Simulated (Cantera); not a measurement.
Charge: 1 mol SiF4, 1.3 mol O2, 2.7 mol H2, at 0.290 bar.

Method: chemical equilibrium by Gibbs-energy minimisation in Cantera with the NASA 1993 tables (ideal gas, pure condensed phases). Candidate condensed phases: H2O, Si, SiO2; 38 gas species. The tables' values for SiF3 are old estimates; treat these amounts as uncertain. The tables hold silica as quartz up to 1696 K and as liquid above; real silica turns to tridymite and cristobalite and melts near 1996 K. Gases not in the tables: Si(OH)4. Kinetics and transport are ignored.

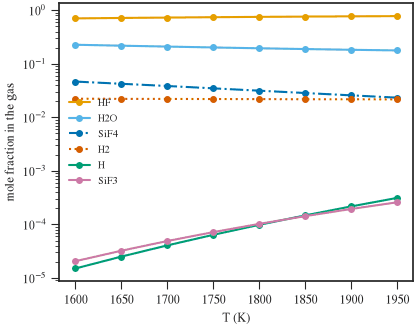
*Equilibrium gas composition (values under 1e-9 drawn at 1e-9)*

From 1600 K to 1650 K the condensed part is SiO2(β-quartz). From 1700 K to 1950 K the condensed part is SiO2(condensed). The share of Si in condensed phases is highest at 1950 K (89.2 %) and lowest at 1600 K (79.1 %).
